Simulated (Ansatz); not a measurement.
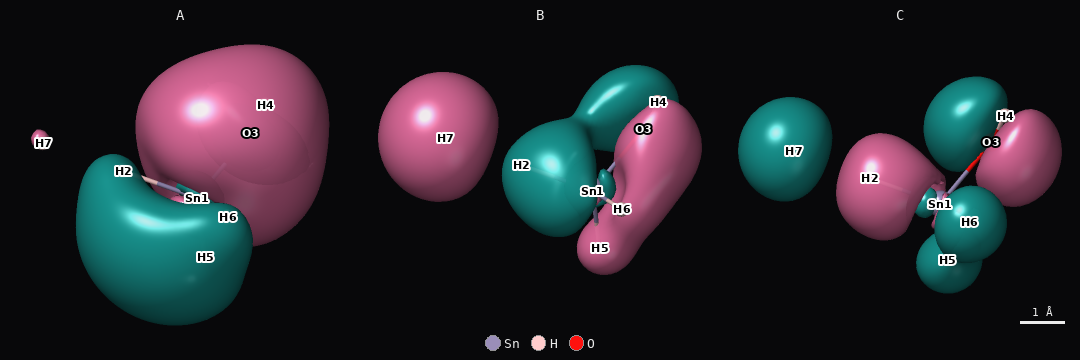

Figure 1: H₄OSn···H (doublet). Three frontier orbitals at ±0.06 Å⁻³ᐟ² (teal and pink are the two phases), in no order.

Core potentials replace the inner electrons of Sn.

Method: UKS PBE/def2-SVP (Ansatz 0.2.0).

```xyz
7

Sn   -0.0505   -0.0276   -0.0315
H    -0.0247   -0.0172    1.7117
O     1.8348    0.0167   -0.7561
H     2.1836   -0.8963   -0.7851
H    -0.7197    1.4107   -0.7039
H    -0.8525   -1.4372   -0.6448
H     0.0030   -0.0013    3.5690
```

> Order the three orbitals by energy and name them. All are α orbitals.

B is the HOMO−1 (α) (−6.96 eV). By Hirshfeld shares it lies mainly on H7 (about 45 %), O3 (about 35 %) and Sn1 (about 15 %). C is the HOMO (α) (−6.09 eV). Its weight (Hirshfeld) is mainly on O3 (about 60 %), H7 (about 15 %), Sn1 (about 10 %) and H2 (about 10 %). A is the LUMO (α) (−1.21 eV). Its weight (Hirshfeld) is mainly on Sn1 (about 55 %), O3 (about 20 %) and H4 (about 10 %).

> What is the gap between the highest occupied and lowest empty α orbitals?

4.88 eV between the orbital energies.
